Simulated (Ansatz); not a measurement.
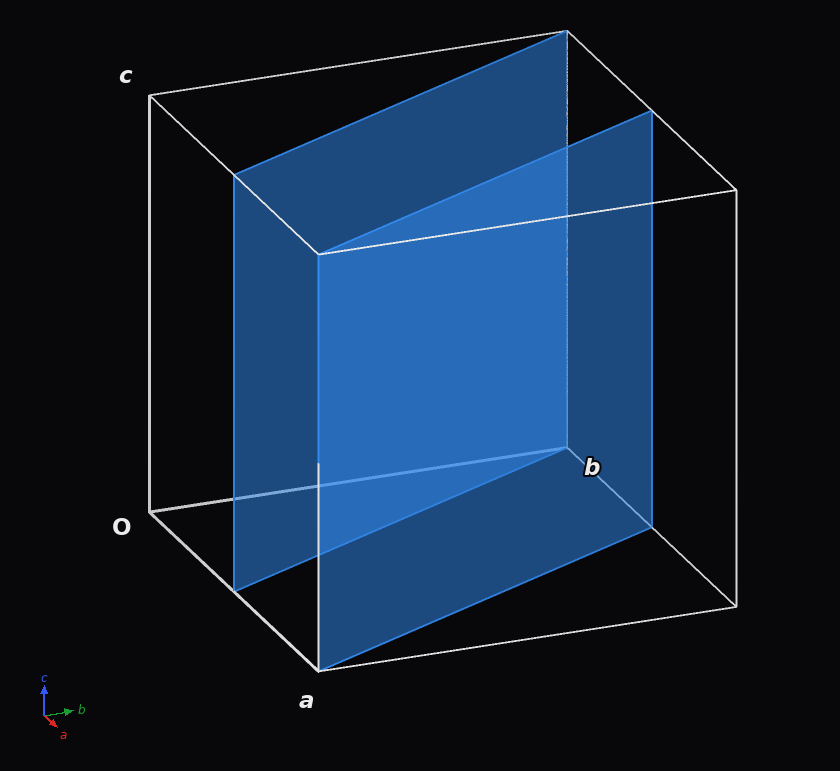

Every member of one family of equally spaced planes, hx + ky + lz = a whole number, that cuts the unit cell is shaded (one member passes through the origin O, touching the cell only at an edge or corner). Crystal: PtSe₃, the end point of a relaxation with DFT PBE, scalar-relativistic, plane waves, PAW (Ansatz 0.2.0); the starting structure was generated, so it need not be a known form of this composition. Geometry calculated from the standardised cell; symmetry tolerance 0.002 Å.

a = 4.242 Å, b = 4.242 Å, c = 4.242 Å, α = 90.00°, β = 90.00°, γ = 90.00°.

### Index the planes.

(2 1 0); the opposite sign names the same planes. The member next to the origin meets the axes a at 1/2, b at 1, c never.

### What is the spacing?

d = 1.897 Å.

### The space group is Pm-3m (No. 221). How many reflections hkl are equivalent to this one (itself included), and does it occur?

24 reflections are equivalent in the Laue class m-3m. The space group allows the reflection.
